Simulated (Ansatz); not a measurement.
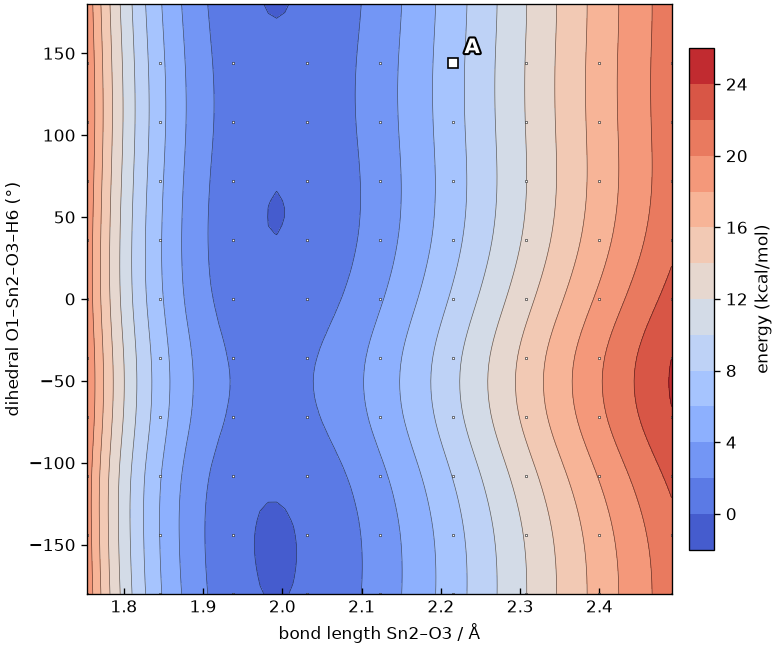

FH₂O₂Sn, SMILES [OH][Sn]([OH])[F], spin multiplicity 2. The first coordinate is: bond length Sn2–O3; the second: dihedral O1–Sn2–O3–H6. Nothing is relaxed (all other coordinates rigid). Grid: 9 × 10 points. Energies: kcal/mol, counted from the relaxed molecule at the same level. All numbers below come from Ansatz 0.2.0, UKS PBE0-D4/def2-SVP.

Drawn: filled contours, dots at the grid points, the point A. Between grid points the surface is interpolated.

**Is A at rest? If not, where is it pushed?**

A, at bond length Sn2–O3 = 2.215 Å, dihedral O1–Sn2–O3–H6 = 144°, is not a stationary point. The computed force is 50 kcal/mol for each Å towards smaller values of bond length Sn2–O3 and 0.0037 kcal/mol for each degree towards larger values of dihedral O1–Sn2–O3–H6.
